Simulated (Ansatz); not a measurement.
## Hypothetical P6_422 BP, pressure series

The reference is BP (space group P6_422, No. 181; a = 3.279 Å, c = 6.995 Å; a hypothetical phase, not in the database extracts checked).

Cell and atoms are relaxed at each pressure.

Computed with Ansatz (a quantum-chemistry and plane-wave program) PBE, scalar-relativistic without spin-orbit coupling.

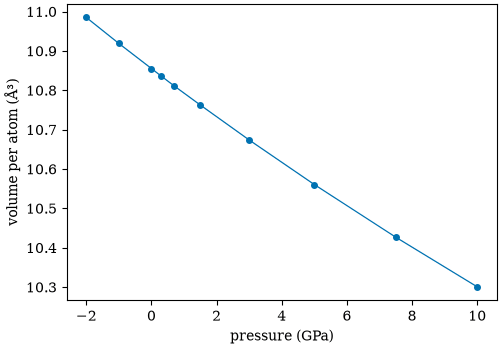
Volume per atom against pressure

Q: From the plot, what is the volume per atom for pressure 0.7 GPa?

A: About 10.81 Å³.

Q: Is the trend monotonic over the range shown?

A: Yes, it falls throughout, spanning 10.30 Å³ to 10.99 Å³.

A case with no gap was solved on a k-mesh chosen for an insulator, which is coarse for it. Load acts through the strain it causes; cell and atoms are relaxed under it. Whether these cells are dynamically stable was not tested. Competing high-pressure phases were not computed. The base started in P3_121 and relaxed to P6_422 at this level. The final runs are not spin-polarised.
